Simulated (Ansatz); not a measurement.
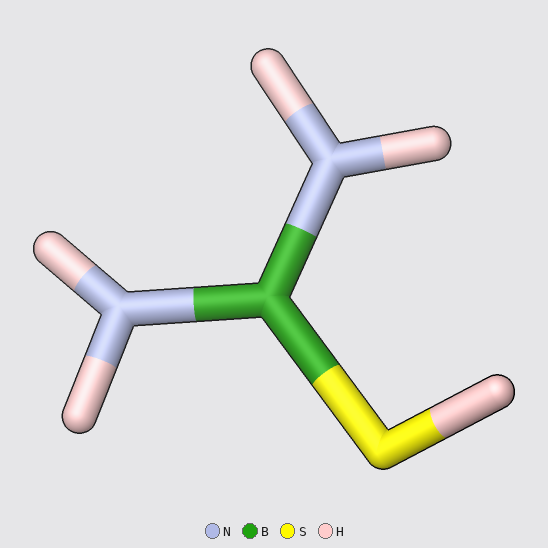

Source: calculation with Ansatz.

Rendered structure (stick style). Every bond is drawn as one stick, whatever its order.

Geometry: atoms displaced at random (about 0.06 Å) from a stationary point of PBE0-D4.

Question: Which formula does it have?

Answer: BH₅N₂S, 9 atoms: 1 boron, 5 hydrogen, 2 nitrogen and 1 sulfur.

Question: Count the bonded pairs by element.

Answer: 4 N–H, 2 B–N, 1 B–S, 1 S–H.
